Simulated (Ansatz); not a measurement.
# Fields on a plane of BaO (rock salt)

```
CELL_PARAMETERS angstrom
      0.00000     2.74493     2.74493
      2.74493     0.00000     2.74493
      2.74493     2.74493     0.00000
ATOMIC_POSITIONS crystal
  Ba 0.00000 0.00000 0.00000
  O  0.50000 0.50000 0.50000
```

The slice is a {100} plane (indices of the conventional cell) through the point (0.500, 0.500, 0.500) (fractional), spanned by u = [100] and v = [0 1 -1] in vectors of this cell: u (3.88 Å) and v (3.88 Å, at 90° to u). It covers one period; positions are fractions (u, v).

Atoms on it: Ba at (0.50, 0.50); O at (0.00, 0.00).

Calculation: PBEsol (plane waves to 420 eV, PAW, scalar-relativistic; Ansatz, a quantum-chemistry and plane-wave program). k mesh 10×10×10. Near the nuclei the fields are pseudised (PAW); where an atom keeps semicore shells as valence, they peak there. BaO was relaxed with its symmetry unable to fall.

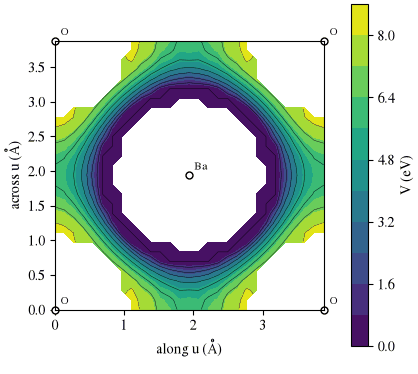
Fig. 1. Electrostatic potential energy of an electron, from the cell's mean, in eV, one period of the plane, atoms marked. Points within 1 Å of a nucleus are left white, as the pseudised field means little there. Values under 0 eV are set to 0. The zero, the cell's mean, hangs on the PAW cores.

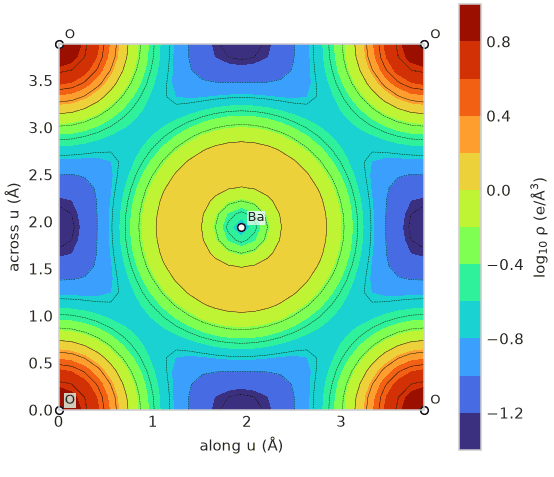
Log₁₀ of the valence density in e/Å³, one period of the plane, atoms marked. The scale is logarithmic, as a density can span decades between atoms and voids.

* **Density on the Ba–O line (2.74 Å) at its density minimum, 1.5 Å from Ba**: 0.22 e/Å³
* **ELF at that point**: 0.1
